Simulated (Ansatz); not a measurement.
**Al2S (triplet): one geometry, many settings at a displaced geometry (v2)**

Aim: run Al2S (triplet) at one geometry under a spread of methods and options, and see what each costs and gives.

The runs use Ansatz 0.2.0, Gaussian basis; the settings change from run to run.

35 further runs of the same task are left out: 11 for a known fault of the program, 11 that didn't finish, 13 set aside as unsound or not needed. Runs told in other sessions of the task aren't counted.

### 1 The geometry

The geometry is a PBE0/def2-TZVP stationary point (not a proven minimum) with its atoms shifted at random (size 0.100 Å).

3 atoms, charge 0, spin multiplicity 3.

Atoms are counted from 1 here; the program's logs count them from 0.

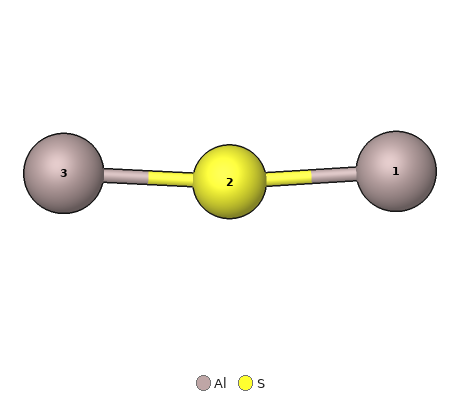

The geometry (aluminium light grey, sulfur yellow); atoms are numbered from 1 in the order of the file.

Geometry (Å):

```xyz
3
charge 0, multiplicity 3
Al    0.0844    0.0052    2.1797
S    -0.0805    0.0136   -0.0030
Al   -0.0039   -0.0188   -2.1767
```

### 2 NEVPT2(4,4)/cc-pVDZ

Input file in.yaml:

```yaml
crystal:
  periodic: [false, false, false]
  atoms:
    - {symbol: Al, position_ang: [0.084376, 0.005225, 2.179698]}
    - {symbol: S, position_ang: [-0.080498, 0.013599, -0.003009]}
    - {symbol: Al, position_ang: [-0.003878, -0.018825, -2.176689]}
basis:
  gaussian: {orbitals: cc-pVDZ}
magnetization: {spin_polarized: false, initial_magnetization: 2}
hamiltonian: {pseudopotentials: {relativity: scalar}}
correlation: {method: sc_nevpt2, electrons: outside_noble_gas, active_space: {window: {electrons: 4, orbitals: 4}}}
scf: {lower_state_search: full}
```

Run with:

```
$ ansatz run in.yaml --threads 1 --pin off --events-out ev --progress --plain --max-ram 2393MiB
```

What it wrote, shortened:

```text
Functional definition: HF
  name "HF"
  cite "Fock, Z. Phys. 61, 126 (1930) doi:10.1007/BF01340294"
  parent pbe
[...]
556 factors; integrals over basis functions are off by at most 5.5e-4 eV
[...]
mean field -24030.44554497 eV, -883.1025853566 hartree, gradient 1.8e-6 eV, S^2 2.000000; 19 other end points of the search recorded, 0 dependent functions left out
reference -24030.44554497 eV, -883.1025853566 hartree; 22, 20 occupied and 32, 34 virtual orbitals, 556 factors
state -24030.86510224 eV, -883.1180038018 hartree
state -24030.86510224 eV, -883.1180038018 hartree; corrected -24035.82009826 eV, -883.3000965472 hartree
state -24030.85804060 eV, -883.1177442915 hartree
state -24030.85804060 eV, -883.1177442915 hartree; corrected -24035.81418645 eV, -883.2998792919 hartree
state -24030.86510224 eV, -883.1180038018 hartree; corrected -24035.82009826 eV, -883.3000965472 hartree
Total energy: -24035.82009826 eV, -883.3000965472 hartree
Relativity: scalar
```

Wall time 25 s (1 thread of Arm Neoverse V1, shared host).

From the report: 18 determinants; active occupations 1.93, 1.00, 1.00, 0.07.

### 3 NEVPT2(6,4)/cc-pVDZ

Input file in.yaml:

```yaml
crystal:
  periodic: [false, false, false]
  atoms:
    - {symbol: Al, position_ang: [0.084376, 0.005225, 2.179698]}
    - {symbol: S, position_ang: [-0.080498, 0.013599, -0.003009]}
    - {symbol: Al, position_ang: [-0.003878, -0.018825, -2.176689]}
basis:
  gaussian: {orbitals: cc-pVDZ}
magnetization: {spin_polarized: false, initial_magnetization: 2}
correlation: {method: sc_nevpt2, electrons: valence, active_space: {window: {electrons: 6, orbitals: 4}, states: [{multiplicity: 3, weights: [1, 1, 0.5, 1]}]}}
scf: {lower_state_search: off}
```

Same command.

What it wrote, shortened:

```text
Functional definition: HF
  name "HF"
  cite "Fock, Z. Phys. 61, 126 (1930) doi:10.1007/BF01340294"
  parent pbe
[...]
1015 factors; integrals over basis functions are off by at most 1.7e-7 eV
[...]
mean field -23982.83061341 eV, -881.3527688964 hartree, gradient 2.0e-6 eV, S^2 2.000000; 0 other end points of the search recorded, 0 dependent functions left out
reference -23982.83061341 eV, -881.3527688964 hartree; 22, 20 occupied and 32, 34 virtual orbitals, 1015 factors
state -23981.69970310 eV, -881.3112087089 hartree
state -23980.33781509 eV, -881.2611602479 hartree
state -23980.14869045 eV, -881.2542100453 hartree
state -23976.62189315 eV, -881.1246026353 hartree
state -23981.69970310 eV, -881.3112087089 hartree; corrected -23988.28547413 eV, -881.5532313304 hartree
state -23980.33781509 eV, -881.2611602479 hartree; corrected -23985.79166592 eV, -881.4615855691 hartree
state -23980.14869045 eV, -881.2542100453 hartree; corrected -23985.65266007 eV, -881.4564771983 hartree
state -23976.62189315 eV, -881.1246026353 hartree; corrected -23982.36725043 eV, -881.3357406209 hartree
Total energy: -23985.50592015 eV, -881.4510846056 hartree
Checks for a lower state left out: stability, starts, cluster_reference, orbital_swaps, neighbouring_geometries, increment
```

Run time: 2.6 s. Hardware: 1 thread of Arm Neoverse V1, shared host.

From the report: 8 determinants; active occupations (of the averaged states) 1.71, 1.57, 1.43, 1.29.

### 4 CASSCF(4,6)/STO-3G

Input file in.yaml:

```yaml
crystal:
  periodic: [false, false, false]
  atoms:
    - {symbol: Al, position_ang: [0.084376, 0.005225, 2.179698]}
    - {symbol: S, position_ang: [-0.080498, 0.013599, -0.003009]}
    - {symbol: Al, position_ang: [-0.003878, -0.018825, -2.176689]}
basis:
  gaussian: {orbitals: STO-3G, fitting: {mean_field: def2-universal-jkfit}}
magnetization: {spin_polarized: false, initial_magnetization: 2}
correlation: {active_space: {window: {electrons: 4, orbitals: 6}}}
scf: {lower_state_search: off}
```

Launched as before.

What it wrote:

```text
Functional definition: HF
  name "HF"
  cite "Fock, Z. Phys. 61, 126 (1930) doi:10.1007/BF01340294"
  parent pbe
  exchange = exact_x
  correlation = 0
these checks for a lower state are left out or cut short: stability, starts, cluster_reference, orbital_swaps, neighbouring_geometries, increment
384 factors; integrals over basis functions are off by at most 8.7e-3 eV
mean field evaluation 1: about -23699.0429 eV, gradient 1.4e1 eV
mean field evaluation 2: about -23700.1668 eV, gradient 6.4e0 eV
mean field evaluation 4: about -23700.4098 eV, gradient 4.8e-1 eV
mean field evaluation 8: about -23700.4106 eV, gradient 2.7e-2 eV
mean field -23701.89054074 eV, -871.0284116538 hartree, gradient 1.9e-6 eV, S^2 2.000000; 0 other end points of the search recorded, 0 dependent functions left out
reference -23701.89054074 eV, -871.0284116538 hartree; 22, 20 occupied and 5, 7 virtual orbitals, 384 factors
state -23702.65833423 eV, -871.0566275442 hartree
Total energy: -23702.65833423 eV, -871.0566275442 hartree
Checks for a lower state left out: stability, starts, cluster_reference, orbital_swaps, neighbouring_geometries, increment
```

It took 0.39 s on 1 thread of Arm Neoverse V1, shared host.

From the report: 225 determinants; active occupations 1.91, 1.02, 0.98, 0.05, 0.03, 0.01.

### 5 MP2 on ROHF/cc-pVDZ

Input file in.yaml:

```yaml
crystal:
  periodic: [false, false, false]
  atoms:
    - {symbol: Al, position_ang: [0.084376, 0.005225, 2.179698]}
    - {symbol: S, position_ang: [-0.080498, 0.013599, -0.003009]}
    - {symbol: Al, position_ang: [-0.003878, -0.018825, -2.176689]}
basis:
  gaussian: {orbitals: cc-pVDZ}
magnetization: {spin_polarized: false, initial_magnetization: 2}
correlation: {method: mp2, electrons: valence}
```

Launched as before.

What it wrote, shortened:

```text
Functional definition: HF
  name "HF"
  cite "Fock, Z. Phys. 61, 126 (1930) doi:10.1007/BF01340294"
  parent pbe
[...]
556 factors; integrals over basis functions are off by at most 5.5e-4 eV
[...]
mean field -23982.83198317 eV, -881.3528192340 hartree, gradient 3.6e-10 eV, S^2 2.000000; 13 other end points of the search recorded, 0 dependent functions left out
[...]
15 core orbitals not correlated: weight in the atoms' cores, before any rotation towards them, 1.000 or more for the frozen orbitals, at most 0.000 for the correlated occupied ones
reference -23982.83198317 eV, -881.3528192340 hartree; 7, 5 occupied and 32, 34 virtual orbitals, 556 factors
second order -5.41137999 eV of doubles, -0.01950262 eV of singles
Total energy: -23988.26286577 eV, -881.5524004886 hartree
```

Wall time 13 s (1 thread of Arm Neoverse V1, shared host).

### 6 MP2 on ROHF/cc-pVDZ

in.yaml: that of step 5 with these lines changed.

```diff
@@ -9,2 +9,3 @@
 magnetization: {spin_polarized: false, initial_magnetization: 2}
-correlation: {method: mp2, electrons: valence}
+correlation: {method: mp2, electrons: outside_noble_gas}
+scf: {lower_state_search: light}
```

Same command.

What it wrote, shortened:

```text
Functional definition: HF
  name "HF"
  cite "Fock, Z. Phys. 61, 126 (1930) doi:10.1007/BF01340294"
  parent pbe
[...]
556 factors; integrals over basis functions are off by at most 5.5e-4 eV
[...]
mean field -23982.83198317 eV, -881.3528192340 hartree, gradient 3.6e-10 eV, S^2 2.000000; 13 other end points of the search recorded, 0 dependent functions left out
[...]
15 core orbitals not correlated: weight in the atoms' cores, before any rotation towards them, 1.000 or more for the frozen orbitals, at most 0.000 for the correlated occupied ones
reference -23982.83198317 eV, -881.3528192340 hartree; 7, 5 occupied and 32, 34 virtual orbitals, 556 factors
second order -5.41137999 eV of doubles, -0.01950262 eV of singles
Total energy: -23988.26286577 eV, -881.5524004886 hartree
```

Run time: 12 s. Hardware: 1 thread of Arm Neoverse V1, shared host.

### 7 CASSCF(8,7)/cc-pVDZ

in.yaml: that of step 6 with these lines changed.

```diff
@@ -9,3 +9,3 @@
 magnetization: {spin_polarized: false, initial_magnetization: 2}
-correlation: {method: mp2, electrons: outside_noble_gas}
-scf: {lower_state_search: light}
+correlation: {active_space: {window: {electrons: 8, orbitals: 7}, states: [{multiplicity: 3, weights: [0.5, 1]}], root: 1}}
+output: {forces: true}
```

Same command.

What it wrote, shortened:

```text
Functional definition: HF
  name "HF"
  cite "Fock, Z. Phys. 61, 126 (1930) doi:10.1007/BF01340294"
  parent pbe
[...]
1015 factors; integrals over basis functions are off by at most 1.7e-7 eV
[...]
mean field -23982.83206765 eV, -881.3528223388 hartree, gradient 8.3e-11 eV, S^2 2.000000; 13 other end points of the search recorded, 0 dependent functions left out
reference -23982.83206765 eV, -881.3528223388 hartree; 22, 20 occupied and 32, 34 virtual orbitals, 1015 factors
state -23983.56864555 eV, -881.3798910772 hartree
state -23983.21601606 eV, -881.3669321826 hartree
an earlier search ended where averaged states of different weights were degenerate, so these states were given the mean of their weights and the orbitals were optimised with it; in the result, neighbours among these states lie up to 3.5e-1 eV apart
[...]
Total energy: -23983.21601606 eV, -881.3669321826 hartree
Atom 0 at     0.084376     0.005225     2.179698 Å, force     0.122373    -0.016452     0.476261 eV/Å
Atom 1 at    -0.080498     0.013599    -0.003009 Å, force    -0.232794     0.041152     0.195062 eV/Å
Atom 2 at    -0.003878    -0.018825    -2.176689 Å, force     0.110420    -0.024700    -0.671323 eV/Å
Dipole moment:     0.045132    -0.007417     0.024840 e Å
```

Run time: 74 s. Hardware: 1 thread of Arm Neoverse V1, shared host.

From the report: 1,225 determinants; active occupations (of the averaged states) 1.99, 1.99, 1.60, 1.34, 0.65, 0.42, 0.02.

### 8 The runs in one table

```tsv
level	correlated	functions	energy (eV)	time
NEVPT2(4,4)/cc-pVDZ (relativity set)	outside noble gas	54	-24035.8201	25 s
NEVPT2(6,4)/cc-pVDZ (mean of several states)	valence	54	-23985.5059	2.6 s
CASSCF(4,6)/STO-3G		27	-23702.6583	0.39 s
MP2 on ROHF/cc-pVDZ	valence	54	-23988.2629	13 s
MP2 on ROHF/cc-pVDZ	outside noble gas	54	-23988.2629	12 s
CASSCF(8,7)/cc-pVDZ (excited root 1 of an average)		54	-23983.2160	74 s
```

### 9 Summary of results

```
quantity                                                     value
    runs                                                         6
quickest                                CASSCF(4,6)/STO-3G, 0.39 s
 slowest  CASSCF(8,7)/cc-pVDZ (excited root 1 of an average), 74 s
```

What this shows: Total energies in different bases, with other cores or another treatment of relativity can't be set against each other. CASSCF(8,7)/cc-pVDZ (excited root 1 of an average) took 189 times as long as CASSCF(4,6)/STO-3G; the jobs differ in more than the method.
